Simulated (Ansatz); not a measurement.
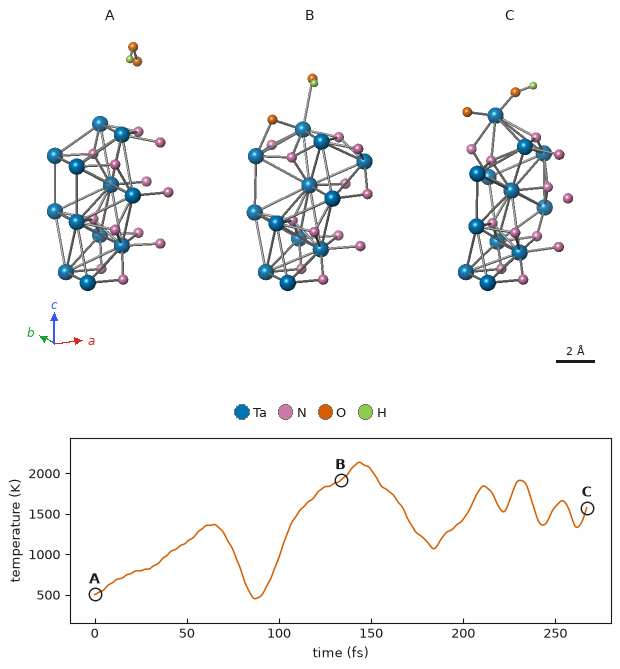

First-principles dynamics of OOH on TaN(100) (27 atoms in the cell), 267 fs long. Frames (A at 0 fs, B at 134 fs, C at 267 fs) and the history of the run. Style: ball-and-stick. Shown: the simulation cell, with the vacuum cut short, slightly off an axis. Atoms that leave the cell re-enter on the other side. Bonds to atoms that aren't drawn are left out.

The calculation used Ansatz 0.2.0, DFT PBEsol, scalar-relativistic, plane waves, PAW. Settings: plane-wave cutoff 420 eV; k-point mesh 2 × 2 × 1; Fermi-Dirac smearing 0.02 eV; spin collinear; low-accuracy preset; 4 atoms held fixed; constant energy (NVE); time step 0.75 fs; at the start 3 atoms move with typed velocities and the others are at rest.

Q: What happens in this trajectory?

A: Over the second half the temperature averages 1611 K (spread ±279 K). It is well above the start because potential energy is released as heat. The potential energy in the second half lies on average 122 meV per atom below the first frame. Root-mean-square distances from the starting positions over the second half, with the common drift of all atoms taken out: O 3.09 Å, H 2.82 Å, Ta 0.32 Å, N 0.31 Å. Against the typical shortest distance between atoms in the first frame, about 2.0 Å these are large excursions, but over 267 fs one can't yet tell strong vibration from the start of diffusion. 3 of the 23 free atoms end more than three quarters of that spacing from the start. Bond changes: one O–O bond breaks at about 110 fs. The run was cut off by its time limit after 356 steps.

Limits of the set-up: the program's low-accuracy preset was used; the periodic images lie only 5.2 Å apart, so the values are limited by the cell's size.

The run took 78 min on 4 threads of Intel(R) Xeon(R) Platinum 8488C (Sapphire Rapids), on a shared host, peak memory 3.1 GiB.
